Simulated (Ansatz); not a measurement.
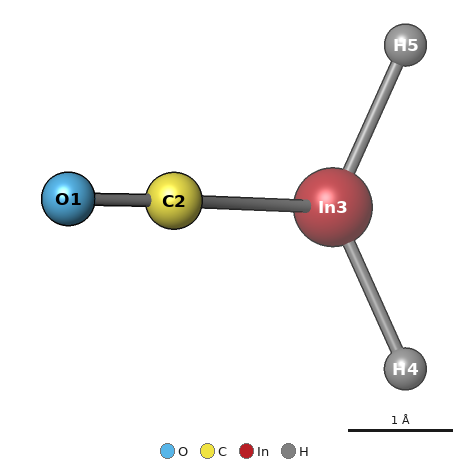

Orthographic view. Distant atoms are faded towards the background colour. The species is neutral and a spin doublet. The geometry was computed by an optimisation with PBE0-D4/def2-TZVP. No frequency run is at hand to confirm it as a minimum.

Write a Z-matrix (Å, degrees) in the order of the atom numbers, with these reference atoms: 2 to 1; 3 to 2, 1; 4 to 3, 2, 1; 5 to 3, 4, 2.

```
O  
C    1   1.136
In   2   2.284   1   158.4
H    3   1.718   2   104.1   1  -109.8
H    3   1.718   4   131.5   2   124.1
```
